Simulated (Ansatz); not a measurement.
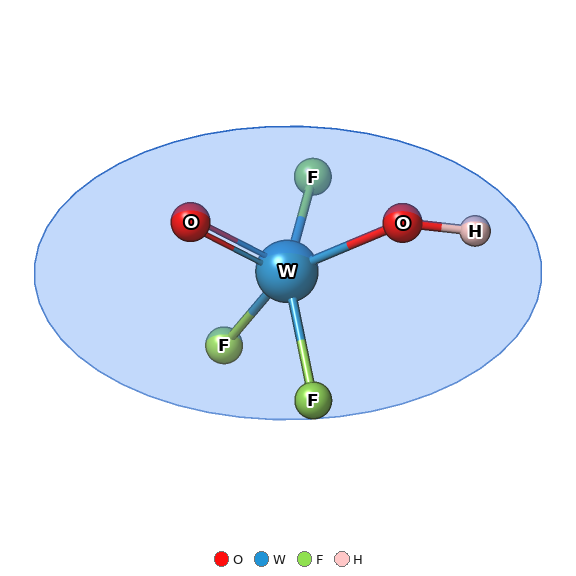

All proper rotation axes (lines) and mirror planes (discs) of the structure are drawn in. Atoms fade into the background with distance from the viewer. The species is neutral and a spin singlet. The computed structure is the end point of a PBE-D4/def2-SVP optimisation. No frequency run is at hand to confirm it as a minimum.

### Name the symmetry elements and the point group.

It has 1 mirror plane. Point group Cs. The group has 2 operations. The geometry is achiral, and symmetry allows a dipole moment.
